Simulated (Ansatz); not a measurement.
# BrH2NSi: two geometries relaxed

Are the two ends of the shift of H4 from N1 to Si2 separate minima, and which lies lower? Each is relaxed from a guess. SMILES of the start: N=[SiH]Br.

All numbers below are computed with Ansatz 0.2.0 (UKS r2SCAN-D4/def2-SVP).

**1. Starting point**

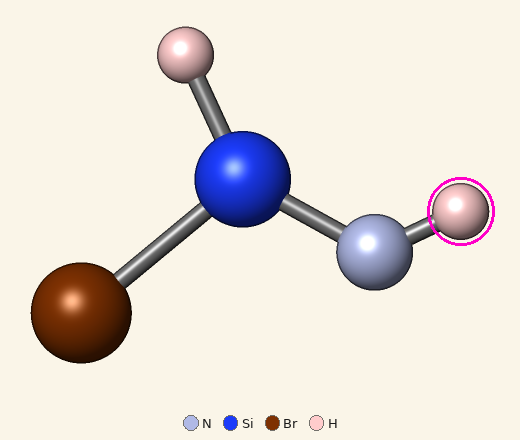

Start, viewed from a chosen angle; nitrogen light blue, silicon blue, bromine brown, hydrogen pink. Ringed: H4.

Structure file:

```xyz
5

N    -0.6309   -1.0720    0.0721
Si    0.2608    0.2633    0.0198
Br   -0.8623    1.9652   -0.8360
H    -0.3339   -1.9700    0.4191
H     1.5663    0.8135    0.3250
```

**2. End point A**

Input file input.yaml:

```yaml
crystal:
  periodic: [false, false, false]
  atoms:
    - { symbol: "N", position_ang: [-0.63087, -1.072, 0.07211] }
    - { symbol: Si, position_ang: [0.26076, 0.26329, 0.01983] }
    - { symbol: Br, position_ang: [-0.86229, 1.96516, -0.83604] }
    - { symbol: H, position_ang: [-0.33391, -1.97, 0.4191] }
    - { symbol: H, position_ang: [1.56631, 0.81355, 0.325] }
magnetization:
  spin_polarized: true
basis:
  gaussian: { orbitals: def2-SVP }
hamiltonian:
  xc: r2scan
  dispersion: d4
relax:
  f_tol: 0.02
  max_steps: 50
```

Command:

```sh
$ ansatz run input.yaml --threads 2 --pin off --max-ram 3072MiB --backend cpu --events-out ev --progress --plain --runs-dir out
```

What it wrote (excerpt; [...] marks lines left out):

```text
Warning: RAYON_NUM_THREADS=2 ignored (pool sized by the plan → 2); use --threads N
[...]
Functional definition: r2SCAN
[...]
829 factors; their error is unknown
[...]
mean field -79432.61653017 eV, -2919.0948161226 hartree, gradient 7.7e-5 eV, S^2 0.000000; 0 other end points of the search recorded, 0 dependent functions left out
[...]
reference -79432.61653829 eV, -2919.0948164208 hartree; 29, 29 occupied and 45, 45 virtual orbitals, 829 factors
relax step   1: F+E_penalty+E_count = -79432.64113536 eV  Δ(F+E_penalty+E_count) = +0.000e0 eV  max|allowed force component| = 1.569e0 eV/Å  Δτ_max = 0.0000 Å  (32 SCF iters, accepted)
[...]
relax step   6: F+E_penalty+E_count = -79432.73310059 eV  Δ(F+E_penalty+E_count) = -2.013e-3 eV  max|allowed force component| = 4.622e-2 eV/Å  Δτ_max = 0.0321 Å  (34 SCF iters, accepted)
[...]
relax step   7: F+E_penalty+E_count = -79432.73321798 eV  Δ(F+E_penalty+E_count) = -1.174e-4 eV  max|allowed force component| = 7.458e-3 eV/Å  Δτ_max = 0.0067 Å  (36 SCF iters, accepted)
829 factors; their error is unknown
[...]
mean field -79432.70873396 eV, -2919.0982045492 hartree, gradient 1.3e-5 eV, S^2 0.000000; 1 other end points of the search recorded, 0 dependent functions left out
[...]
reference -79432.70874205 eV, -2919.0982048465 hartree; 29, 29 occupied and 45, 45 virtual orbitals, 829 factors
Total energy: -79432.73322607 eV, -2919.0991046178 hartree
Atom 0 at    -0.651455    -1.093375     0.070059 Å, force    -0.001868     0.004037    -0.001341 eV/Å
Atom 1 at     0.158411     0.284459    -0.022254 Å, force     0.000324    -0.007458     0.002627 eV/Å
Atom 2 at    -0.850574     2.045664    -0.853434 Å, force    -0.001280    -0.000959    -0.000474 eV/Å
Atom 3 at    -0.199300    -1.923899     0.454193 Å, force     0.000023     0.001359    -0.000866 eV/Å
Atom 4 at     1.542918     0.687151     0.351436 Å, force     0.002801     0.003022     0.000054 eV/Å
Dipole moment:     0.463397     0.063016     0.144622 e Å
```

Wall time 19 s (2 threads of AMD EPYC 9R14 (Zen 4), shared host); peak memory 0.2 GiB.

The steps of the relaxation:

| step | energy from step 1 (eV) | largest force component (eV/Å) |
| --- | --- | --- |
| 1 | 0.0000 | 1.5688 |
| 2 | -0.0702 | 0.5792 |
| 3 | -0.0869 | 0.1855 |
| 4 | -0.0888 | 0.0849 |
| 5 | -0.0900 | 0.1319 |
| 6 | -0.0920 | 0.0462 |
| 7 | -0.0921 | 0.0075 |

Step 1 is the start.

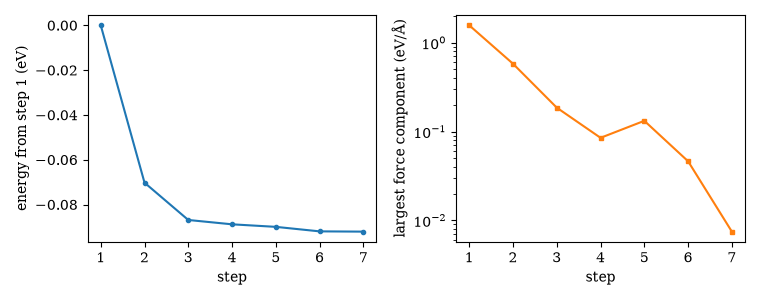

Energy and largest force along the relaxation.

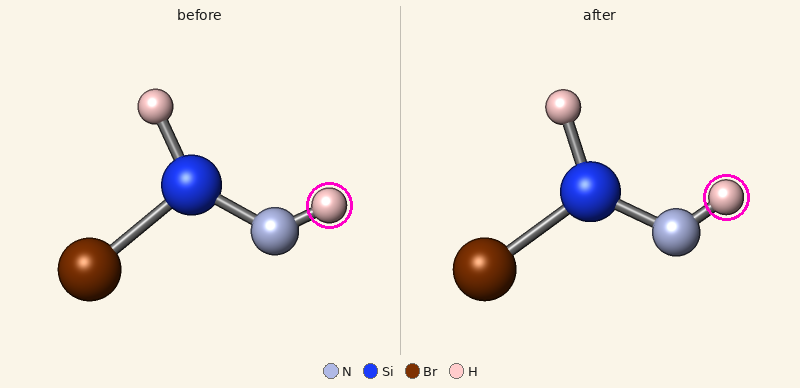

The structure before (left) and after (right), drawn at the same scale.

After: Bond lengths: N1–Si2 1.601 Å, Si2–Br3 2.193 Å, N1–H4 1.021 Å, Si2–H5 1.490 Å. Angles: N1–Si2–Br3 118.7°, N1–Si2–H5 133.5°, Br3–Si2–H5 107.8°, Si2–N1–H4 119.9°.

**3. End point B**

The second end starts from a geometry with the move made by hand.

input.yaml, as its differences from that of step 2:

```diff
@@ -6,3 +6,3 @@
     - { symbol: Br, position_ang: [-0.86229, 1.96516, -0.83604] }
-    - { symbol: H, position_ang: [-0.33391, -1.97, 0.4191] }
+    - { symbol: H, position_ang: [0.56081, -1.06503, 0.48796] }
     - { symbol: H, position_ang: [1.56631, 0.81355, 0.325] }
```

Command:

```sh
$ ansatz run input.yaml --threads 2 --pin off --max-ram 3072MiB --backend cpu --events-out ev --progress --plain --runs-dir out
```

What it wrote (excerpt; [...] marks lines left out):

```text
Warning: RAYON_NUM_THREADS=2 ignored (pool sized by the plan → 2); use --threads N
[...]
[... 1 set-up line as earlier in the session ...]
[...]
829 factors; their error is unknown
[...]
mean field -79430.37297309 eV, -2919.0123669206 hartree, gradient 7.7e-5 eV, S^2 0.000000; 0 other end points of the search recorded, 0 dependent functions left out
[...]
reference -79430.37298064 eV, -2919.0123671979 hartree; 29, 29 occupied and 45, 45 virtual orbitals, 829 factors
relax step   1: F+E_penalty+E_count = -79430.39529598 eV  Δ(F+E_penalty+E_count) = +0.000e0 eV  max|allowed force component| = 5.261e0 eV/Å  Δτ_max = 0.0000 Å  (33 SCF iters, accepted)
[...]
relax step   4: F+E_penalty+E_count = -79432.46033459 eV  Δ(F+E_penalty+E_count) = -4.090e-1 eV  max|allowed force component| = 1.308e0 eV/Å  Δτ_max = 0.1957 Å  (41 SCF iters, accepted)
[...]
relax step  12: F+E_penalty+E_count = -79432.73319462 eV  Δ(F+E_penalty+E_count) = -7.832e-5 eV  max|allowed force component| = 9.319e-3 eV/Å  Δτ_max = 0.0077 Å  (36 SCF iters, accepted)
829 factors; their error is unknown
mean field -79432.70870861 eV, -2919.0982036175 hartree, gradient 1.4e-5 eV, S^2 0.000000; 1 other end points of the search recorded, 0 dependent functions left out
[...]
reference -79432.70871670 eV, -2919.0982039149 hartree; 29, 29 occupied and 45, 45 virtual orbitals, 829 factors
Total energy: -79432.73320271 eV, -2919.0991037594 hartree
Atom 0 at    -0.323223    -0.980722     0.154926 Å, force     0.000001    -0.005521     0.001787 eV/Å
Atom 1 at     0.299348     0.482843    -0.026252 Å, force     0.005348    -0.009319     0.003450 eV/Å
Atom 2 at    -0.956741     2.057347    -0.894449 Å, force     0.004236     0.003502     0.000763 eV/Å
Atom 3 at     0.242814    -1.729136     0.556657 Å, force    -0.001710     0.006018    -0.002158 eV/Å
Atom 4 at     1.632521     1.074637     0.277977 Å, force    -0.007876     0.005320    -0.003842 eV/Å
Dipole moment:     0.455867     0.128198     0.124429 e Å
```

Wall time 31 s (2 threads of AMD EPYC 9R14 (Zen 4), shared host); peak memory 0.2 GiB.

Step by step:

| step | energy from step 1 (eV) | largest force component (eV/Å) |
| --- | --- | --- |
| 1 | 0.0000 | 5.2606 |
| 2 | -1.1011 | 3.0684 |
| 3 | -1.6561 | 1.8899 |
| 4 | -2.0650 | 1.3085 |
| 5 | -2.1067 | 2.3629 |
| 6 | -2.2495 | 1.2261 |
| 7x | -2.2273 | 2.3676 |
| 8 | -2.3347 | 0.1630 |
| 9x | -2.3333 | 0.1421 |
| 10 | -2.3374 | 0.0281 |
| 11 | -2.3378 | 0.0276 |
| 12 | -2.3379 | 0.0093 |

Step 1 is the start. 2 steps were tried and not accepted (marked x).

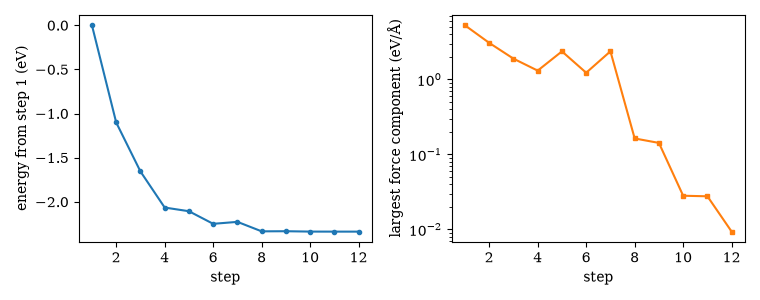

How energy and force went from step to step.

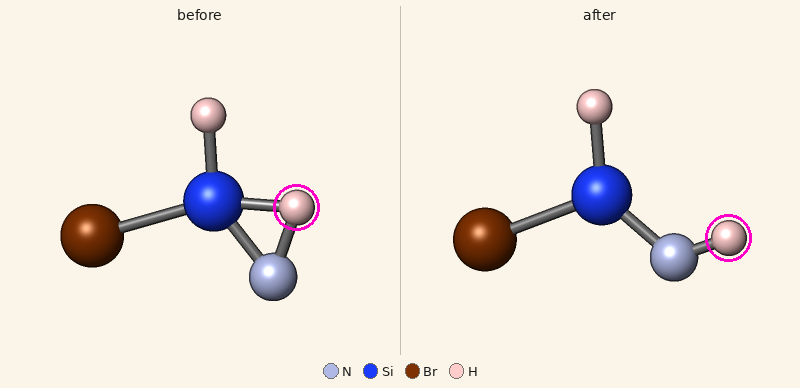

Before and after, at one scale.

After: Bond lengths: N1–Si2 1.601 Å, Si2–Br3 2.193 Å, N1–H4 1.021 Å, Si2–H5 1.490 Å. Angles: N1–Si2–Br3 118.6°, N1–Si2–H5 133.5°, Br3–Si2–H5 107.9°, Si2–N1–H4 119.9°.

Pairs that crossed the distance rule for bonds on the way: came closer N1–H4; moved apart Si2–H4.

**4. Outcome**

| quantity | value |
| --- | --- |
| end A | 6 moves, 0.092 eV lower |
| end B | 9 moves, 2.338 eV lower |
| largest difference between the ends | 0.00 Å |
| end B relative to end A | +0.000 eV |

What this shows: Both starts fell into the same minimum (no atom differs by more than 0.00 Å), so from this start no second minimum was found and no band was run; another arrangement could still be one.
